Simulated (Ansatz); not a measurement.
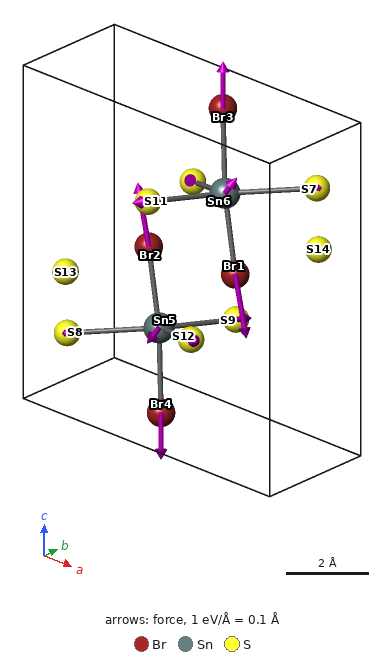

Starting geometry of crystalline SnS₄Br₂ (a generated structure, set up in P2_1/m) with the computed forces as purple arrows. A ball-and-stick model of the cell of the calculation, seen slightly off an axis.

The start is a swapped structure.

These are results of DFT, PAW plane waves, PBE (Ansatz), not measurements. Set-up: plane-wave cutoff 420 eV; k-point mesh 4 × 4 × 4; occupations cold; smearing width 0.0316 eV; no spin polarisation; cell and atoms relaxed; at most 80 steps.

Is this structure relaxed? If not, where do the atoms go?

It isn't relaxed: the largest force vector, on Br atoms, is 16.16 eV/Å. The final displacements follow the starting forces only in part (cosine between the two patterns 0.32). Over 36 accepted moves (41 points after the start) the energy falls by 24.071 eV per cell of the calculation. Largest force component: 14 eV/Å at the start, 0.0034 eV/Å at the end. The pressure goes from 22.72 to 0.00 GPa. The line search rejected the trial steps at points 28, 33, 36 of the run. The SCF was repeated twice at an unchanged geometry on a basis and grid sized afresh for the cell, which shifted the energy by 90.2 meV per cell of the calculation at most. The largest moves relative to the cell, 2.31 Å, are those of Br atoms. By element the largest moves are Br 2.31 Å, S 1.40 Å, Sn 1.37 Å. Cell: a 6.761 → 7.711 Å (+14.1 %), b 6.792 → 6.672 Å (−1.8 %), c 8.307 → 10.518 Å (+26.6 %), β 108.2° → 112.2°. Volume +38.3 %. Among the contacts that change: Br–S 3.090 → 5.245 Å, Br–Sn 2.114 → 4.266 Å, S–S 3.642 → 2.066 Å, Br–S 3.149 → 4.588 Å. New bonds form: Br–S (3.00 → 2.21 Å), Br–S (3.03 → 2.28 Å), S–S (3.64 → 2.07 Å). Bonds break: Br–Sn (2.11 → 4.27 Å). Among the angles between lasting bonds that change: Br–Sn–S 94.1° → 132.2°, S–Sn–S 99.3° → 74.7°, S–Sn–S 130.2° → 110.4°. The space group stays P2_1/m (No. 11).
